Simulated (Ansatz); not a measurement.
## Abstraction of F: GeH2(CH3)F + SnHF2 → GeH2(CH3) + SnHF3

Species: GeH2(CH3)F, singlet; SnHF2 `[F][SnH][F]`, doublet; GeH2(CH3), doublet; SnHF3 `[F][SnH]([F])[F]`, singlet. A radical takes F: the energy is the difference in strength between the Ge–F bond broken and the Sn–F bond made.

Shapes, held fixed at every level: PBE0-D4/def2-TZVP. Programs: Ansatz 0.2.0. The zero-point and thermal change to 298 K, harmonic and unscaled (PBE0-D4/def2-TZVP), is -1.2 kJ/mol.

```json
{"level": "MP2/def2-TZVPP", "kind": "perturbation theory", "ΔH(298 K) (kJ/mol)": "+65.8", "less CCSD(T)/def2-TZVPP": "+0.5", "CPU time (sum over the molecules)": "–"}
{"level": "PBE-D4/def2-TZVPP", "kind": "GGA", "ΔH(298 K) (kJ/mol)": "+74.5", "less CCSD(T)/def2-TZVPP": "+9.2", "CPU time (sum over the molecules)": "15 s"}
{"level": "B3LYP-D4/def2-TZVPP", "kind": "global hybrid", "ΔH(298 K) (kJ/mol)": "+77.4", "less CCSD(T)/def2-TZVPP": "+12.1", "CPU time (sum over the molecules)": "23 s"}
{"level": "BHLYP-D4/def2-TZVPP", "kind": "global hybrid", "ΔH(298 K) (kJ/mol)": "+73.5", "less CCSD(T)/def2-TZVPP": "+8.2", "CPU time (sum over the molecules)": "21 s"}
{"level": "PBE0-D4/def2-TZVPP", "kind": "global hybrid", "ΔH(298 K) (kJ/mol)": "+70.1", "less CCSD(T)/def2-TZVPP": "+4.8", "CPU time (sum over the molecules)": "20 s"}
{"level": "CCSD(T)/def2-SVP", "kind": "coupled cluster or CI", "ΔH(298 K) (kJ/mol)": "+64.0", "less CCSD(T)/def2-TZVPP": "-1.3", "CPU time (sum over the molecules)": "28 s"}
{"level": "CCSD(T)/def2-TZVPP", "kind": "coupled cluster or CI", "ΔH(298 K) (kJ/mol)": "+65.3", "less CCSD(T)/def2-TZVPP": "0.0", "CPU time (sum over the molecules)": "5.5 min"}
```

The highest level, CCSD(T)/def2-TZVPP, gives ΔH(298 K) = +65.3 kJ/mol; the levels span +64.0 to +77.4. The column of differences is taken from that level and isn't an error. No measured value is set beside it here. Open shells run unrestricted. For atoms past krypton def2 sets carry core potentials with scalar relativity. Relativity is left out for Ge. Outer-core shells of Ge, Sn are correlated, in sets that cover them unevenly. Times are processor times on shared x86 and Arm servers, and rough.

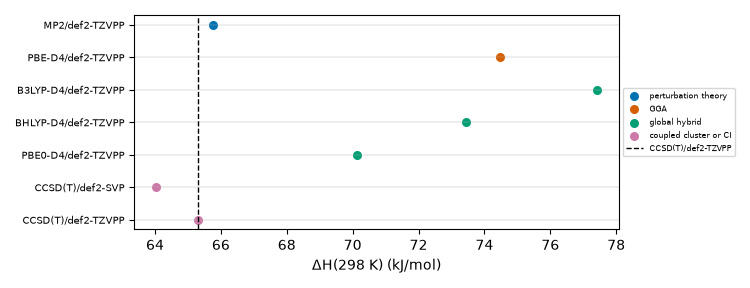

The values of the table, level by level.
